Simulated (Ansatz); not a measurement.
# Si$_{2}$H$_{6}$O$_{3}$F$_{2}$: single-point calculation

- system: Si$_{2}$H$_{6}$O$_{3}$F$_{2}$
- method: RKS PBE0-D4/def2-TZVPP (Ansatz 0.2.0)

The geometry is the product side of a reaction. The reaction was set up to form Si1–O8 and O2–H7 and to break Si1–O2 and H7–O8 (atoms counted from 1 in the order of the input); sticks are drawn by distance alone. The geometry comes from this level: PBE0-D4/def2-TZVP.

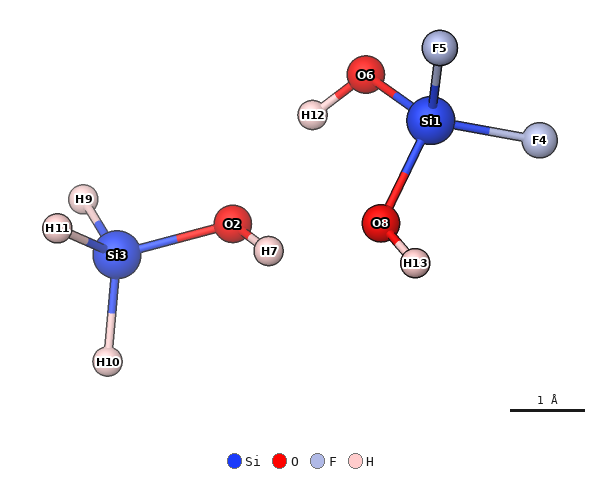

**Figure 1.** The structure (ball-and-stick view, seen at a tilt; atoms are numbered from 1 in the order of the input). Bond lengths as drawn: F–Si 1.58 Å, H–O 0.96 to 0.97 Å, H–Si 1.48 to 1.49 Å and O–Si 1.60 to 1.65 Å.

Summary

```json
{"quantity": "outcome", "value": "converged"}
{"quantity": "total energy", "value": "−27423.5459 eV"}
{"quantity": "mean-field energy", "value": "−27423.3169 eV"}
{"quantity": "dispersion energy", "value": "−0.2290 eV"}
{"quantity": "SCF solution under orbital rotations", "value": "stable"}
{"quantity": "HOMO", "value": "−9.12 eV"}
{"quantity": "LUMO", "value": "−0.29 eV"}
{"quantity": "hardware", "value": "4 CPU threads, shared host"}
{"quantity": "wall time", "value": "1.8 s (CPU time 2.3 s)"}
{"quantity": "peak memory", "value": "0.84 GiB"}
```

The input
```yaml
crystal:
  periodic: [false, false, false]
  atoms:
    - {symbol: Si, position_ang: [0.426798, 0.957130, 2.044465]}
    - {symbol: O, position_ang: [-0.445481, -0.112453, -1.045454]}
    - {symbol: Si, position_ang: [-0.795013, -1.179021, -2.260872]}
    - {symbol: F, position_ang: [0.758660, 2.459412, 2.399751]}
    - {symbol: F, position_ang: [0.627299, 0.171447, 3.397230]}
    - {symbol: O, position_ang: [-1.057613, 0.773764, 1.486128]}
    - {symbol: H, position_ang: [0.459161, -0.065719, -0.706167]}
    - {symbol: O, position_ang: [1.485039, 0.421461, 0.917472]}
    - {symbol: H, position_ang: [-2.245419, -1.034731, -2.516746]}
    - {symbol: H, position_ang: [-0.019691, -0.853757, -3.486547]}
    - {symbol: H, position_ang: [-0.480720, -2.574553, -1.856760]}
    - {symbol: H, position_ang: [-1.135774, 0.486327, 0.559257]}
    - {symbol: H, position_ang: [2.422755, 0.550592, 1.068344]}
basis:
  gaussian: {orbitals: def2-TZVPP}
hamiltonian: {xc: pbe0, dispersion: d4}
output: {orbitals: {seedname: orbitals}}
```

Run as:
```bash
ansatz run in.yaml --threads 4 --pin off --events-out ev --progress --plain --max-ram 41984MiB --backend cuda --devices 0, --max-vram 37GiB
```

What the program printed
```
Functional definition: PBE0
  name "PBE0"
  cite "Adamo & Barone, J. Chem. Phys. 110, 6158 (1999) doi:10.1063/1.478522"
  cite "Perdew, Burke & Ernzerhof, Phys. Rev. Lett. 77, 3865 (1996) doi:10.1103/PhysRevLett.77.3865"
  parent pbe
  parameter a = 0.25
  parameter kappa = 0.804
  parameter beta = 0.06672455060314922
  exchange = (1 - a)*pbe_x(kappa = kappa, mu = beta*pi^2/3) + a*exact_x
  correlation = pbe_c(beta = beta)
1701 factors; their error is unknown
mean field evaluation 1: about -27411.4494 eV, gradient 9.0e1 eV
mean field evaluation 2: about -27397.6143 eV, gradient 1.3e2 eV
mean field evaluation 4: about -27423.2053 eV, gradient 5.6e0 eV
mean field evaluation 8: about -27423.2479 eV, gradient 1.0e-1 eV
mean field evaluation 16: about -27423.3169 eV, gradient 1.5e-4 eV
mean field -27423.31688444 eV, -1007.7883073115 hartree, gradient 4.2e-5 eV, S^2 0.000000; 0 other end points of the search recorded, 0 dependent functions left out
reference -27423.31692143 eV, -1007.7883086707 hartree; 38, 38 occupied and 285, 285 virtual orbitals, 1701 factors
Total energy: -27423.54587839 eV, -1007.7967226836 hartree
```

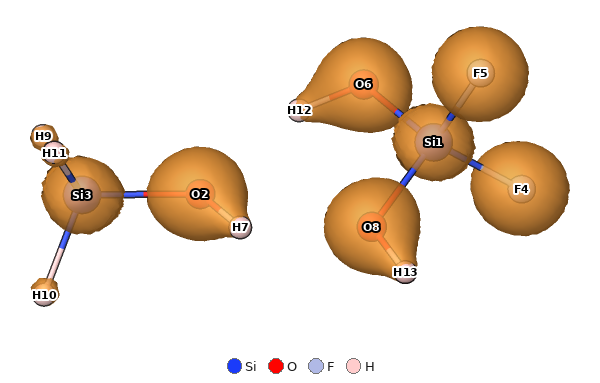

**Figure 2.** Isosurface of the total electron density at 1.5 e/Å³ (orange), seen at an oblique angle. At this value the surface falls into ten separate pieces. It is pinched off along the O···H (1.85 Å), Si–F (1.58 Å) and Si–O (1.60 Å) contacts. On the grid the lowest density along these lines, outside the cores, is 0.21 e/Å³ (O···H, 1.85 Å), 1.1 e/Å³ (Si–F, 1.58 Å), 1.1 e/Å³ (Si–O, 1.60 Å) and 2.4 e/Å³ (O–H, 0.96 Å).

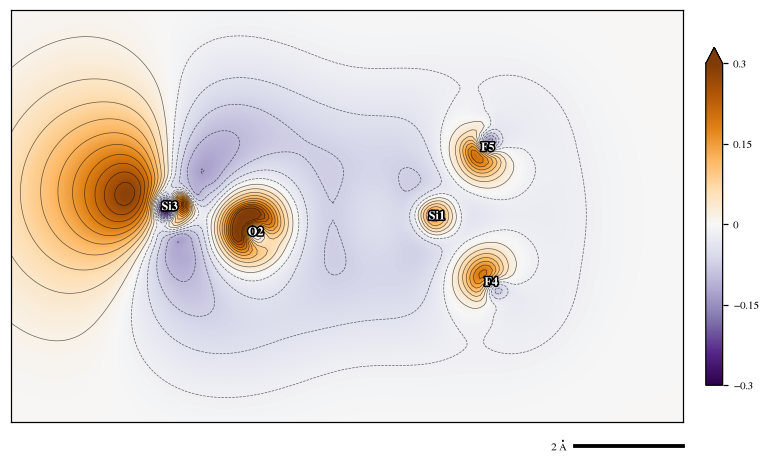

**Figure 3.** The LUMO on the plane of atoms F4, Si1 and F5 (values in Å⁻³ᐟ²; the overall sign is arbitrary). By Hirshfeld shares it lies mainly on Si3 (40 %), H13 (10 %) and O2 (10 %). Its energy is −0.29 eV.

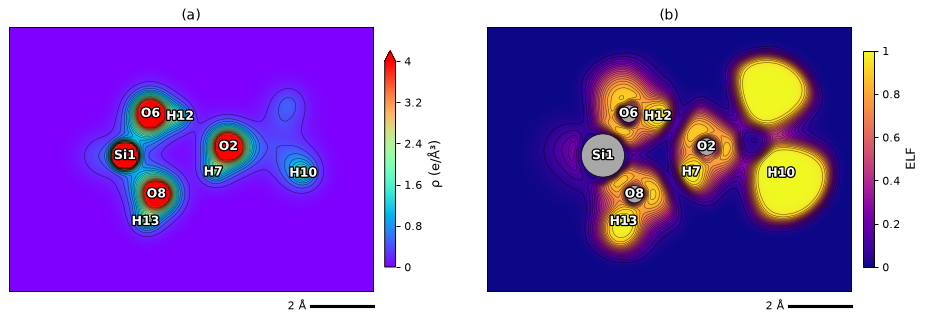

**Figure 4.** (a) total electron density; (b) electron localisation function on the plane of atoms Si1, O6 and H12. Grey discs, where drawn, cover atomic cores. Si–O (1.64 Å): ρ at the midpoint is about 1.2 e/Å³; the ELF peaks at about 0.90 between the atoms (a polar covalent bond).

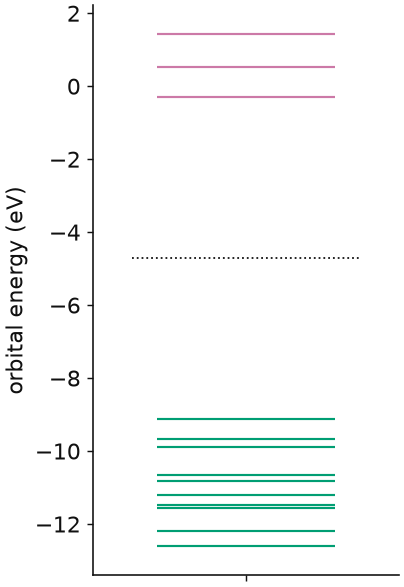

**Figure 5.** Orbital energies near the frontier; the dotted line parts filled from empty levels, and levels within 0.02 eV of each other stand side by side. Highest filled −9.12 eV, lowest empty −0.29 eV, 8.83 eV apart.
